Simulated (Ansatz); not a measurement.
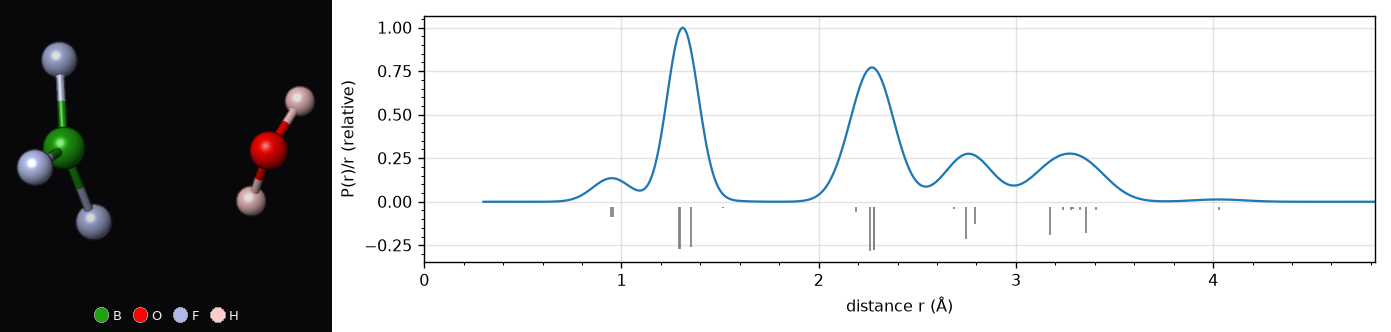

Simulated gas electron diffraction: radial distribution curve of BF3H2O. Each pair of atoms contributes with weight ZᵢZⱼ/r (bars below the curve); damping constant 0.0015 Å²; vibrational amplitudes assumed, not computed: 0.05 Å for bonds, 0.078 Å for bonds to H, 0.06 + 0.015 r up to 0.15 Å for other pairs. The geometry is the end point of an optimisation (Ansatz, RHF/def2-SVP); it may be a saddle point or a higher isomer.

Read the positions of the first 5 clear peaks and name the main pairs (– for bonds).

Peak 1, 0.95 Å: O–H 0.95–0.96 Å (×2)
Peak 2, 1.31 Å: F–B 1.29–1.35 Å (×3), not resolved
Peak 3, 2.27 Å: F···F 2.26–2.28 Å (×3)
Peak 4, 2.76 Å: F···O 2.75 Å, O···B 2.79 Å
Peak 5, 3.27 Å: F···O 3.17–3.36 Å (×2), F···H 3.24–3.41 Å (×4), not resolved
